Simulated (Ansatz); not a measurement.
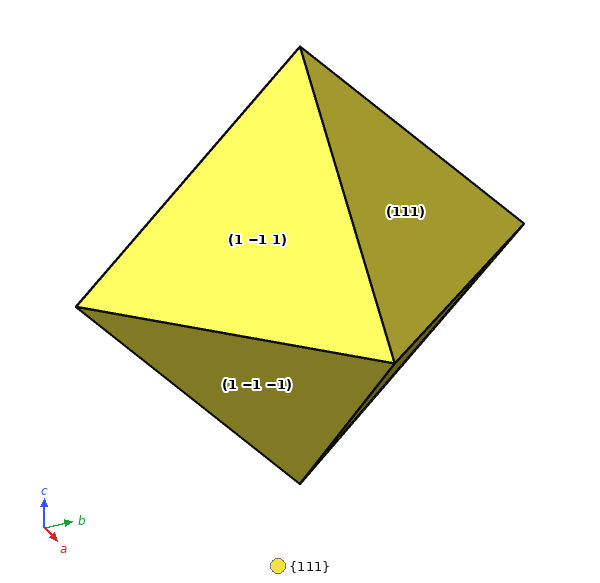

Ge, space group Fd-3m (No. 227), a = 5.674 Å, b = 5.674 Å, c = 5.674 Å, α = 90.00°, β = 90.00°, γ = 90.00°. BFDH (Bravais–Friedel–Donnay–Harker) growth shape, computed from the cell and space group alone: each face lies at a distance from the centre proportional to 1/d(hkl), with d taken for the first order that the space group does not extinguish. It ignores bonding, solvent and kinetics. The structure is the input geometry of an electronic-structure calculation and need not be at equilibrium. Forms under 0.4 % of the area are left out.

> Which form makes up most of the surface, and how much?

{111}, with 8 faces and about 100 % of the area; its spacing is d = 3.276 Å.

> List the forms with their spacings and shares.

```json
{"form": "{111}", "faces": "8", "d (Å)": "3.276", "share of area (%)": "100.0"}
```
